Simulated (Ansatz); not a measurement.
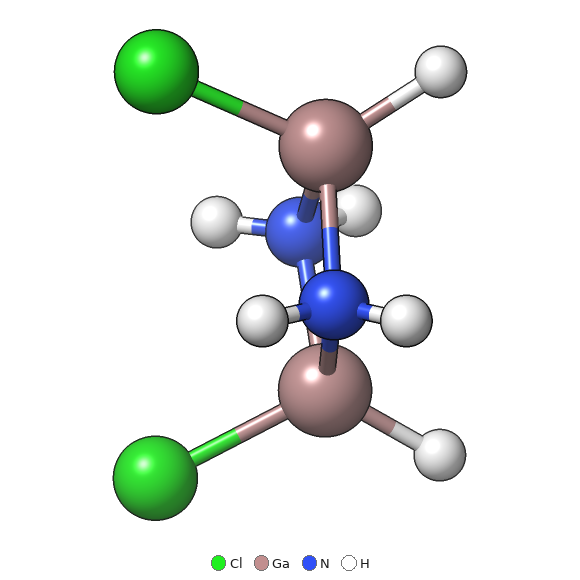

A ball-and-stick model of a molecule.

Description:

The molecule is Cl2Ga2H6N2. SMILES: `[Cl][Ga@H-]1[NH2+][Ga@@H-]([Cl])[NH2+]1`. The point group is C2v.

The parts below concern this one geometry. Atoms keep their numbers from picture to picture. The computed structure is the end point of a PBE0-D4/def2-TZVP optimisation.

### Geometry

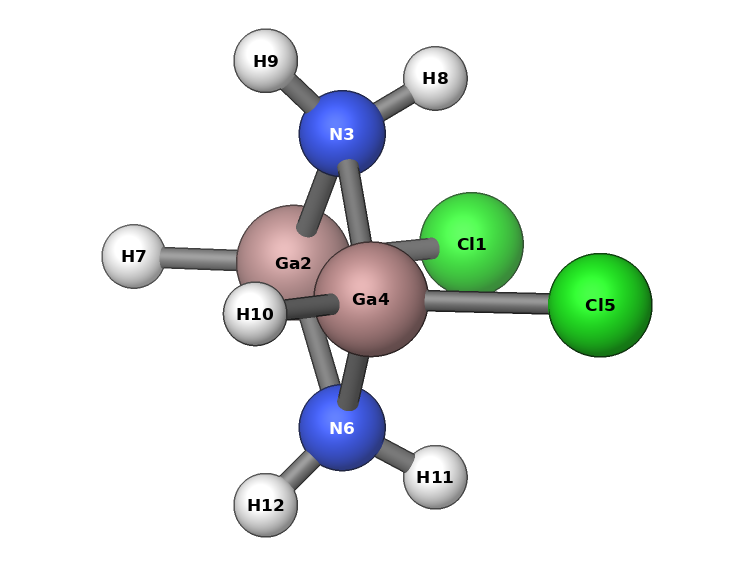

Which atoms are bonded, and how long are the bonds?

| bond | length (Å) |
| --- | --- |
| Cl1–Ga2 | 2.170 |
| Ga2–N3 | 2.001 |
| Ga2–N6 | 2.001 |
| Ga2–H7 | 1.557 |
| N3–Ga4 | 2.001 |
| N3–H8 | 1.015 |
| N3–H9 | 1.013 |
| Ga4–Cl5 | 2.170 |
| Ga4–N6 | 2.001 |
| Ga4–H10 | 1.557 |
| N6–H11 | 1.015 |
| N6–H12 | 1.013 |

### Levels of theory compared

Program: Ansatz 0.2.0.

At this fixed geometry, give HOMO energy (eV), HOMO–LUMO gap (eV) at these levels: B97M-V/def2-TZVPP; BHLYP-D4/def2-TZVPP; PBE0-D4/def2-QZVPP; r2SCAN0-D4/def2-TZVPP; ωB97M-V/def2-QZVPP; ωB97M-V/def2-SVP; ωB97X-V/def2-TZVPP.

| level | HOMO energy (eV) | HOMO–LUMO gap (eV) |
| --- | --- | --- |
| B97M-V/def2-TZVPP | −7.29 | 6.47 |
| BHLYP-D4/def2-TZVPP | −9.42 | 9.88 |
| PBE0-D4/def2-QZVPP | −8.22 | 7.77 |
| r2SCAN0-D4/def2-TZVPP | −8.42 | 8.47 |
| ωB97M-V/def2-QZVPP | −10.45 | 11.18 |
| ωB97M-V/def2-SVP | −10.23 | 11.94 |
| ωB97X-V/def2-TZVPP | −10.58 | 12.17 |

### Vibrations

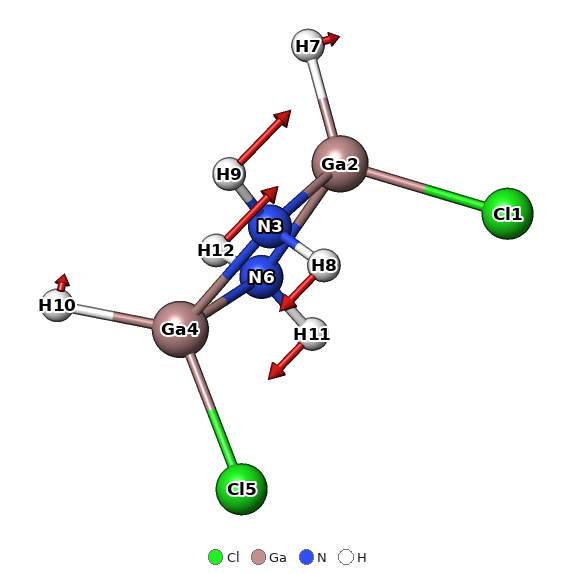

The arrows show one normal mode. Harmonic vibrations computed with RKS PBE0-D4/def2-TZVP (Ansatz 0.2.0) at a stationary point of the same level.

Question: What kind of motion is it?

Answer: Mostly Ga–N–H bending.

Question: At what wavenumber does it lie?

Answer: 857 cm⁻¹; it is mode 20 of 30 counted from the lowest.

### Dipole moment

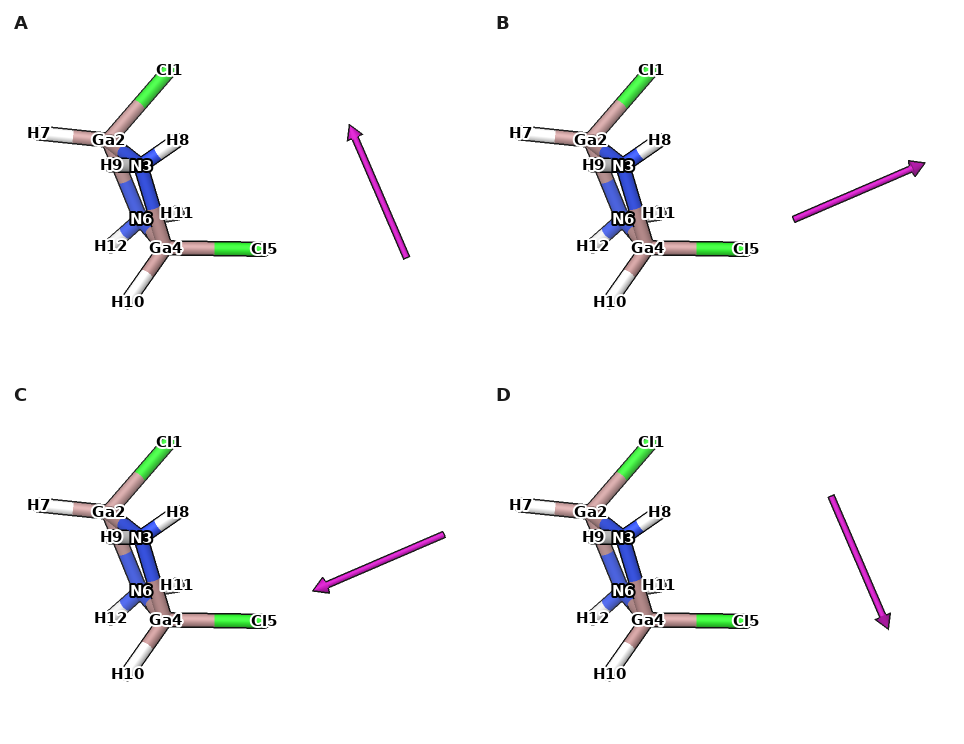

The same molecule four times, each with an arrow. Properties computed with RKS B3LYP-D4/def2-TZVPP (Ansatz 0.2.0).

Question: Which arrow points along the dipole moment, from the negative to the positive end?

Answer: C. The dipole moment is 3.40 D; it points from the side of Cl1, Cl5 to the side of H7, H10 (the outermost atoms at the two ends).

### Charges

The questions are on Mulliken charges. Method: RKS PBE-D4/def2-TZVPP (Ansatz 0.2.0).

Give the Mulliken charges atom by atom.

| atom | value (e) |
| --- | --- |
| Cl1 | −0.31 |
| Ga2 | 0.27 |
| N3 | −0.22 |
| Ga4 | 0.27 |
| Cl5 | −0.31 |
| N6 | −0.22 |
| H7 | −0.04 |
| H8 | 0.16 |
| H9 | 0.15 |
| H10 | −0.04 |
| H11 | 0.16 |
| H12 | 0.15 |

Mulliken values depend strongly on the basis set and can even reverse the polarity of a bond.
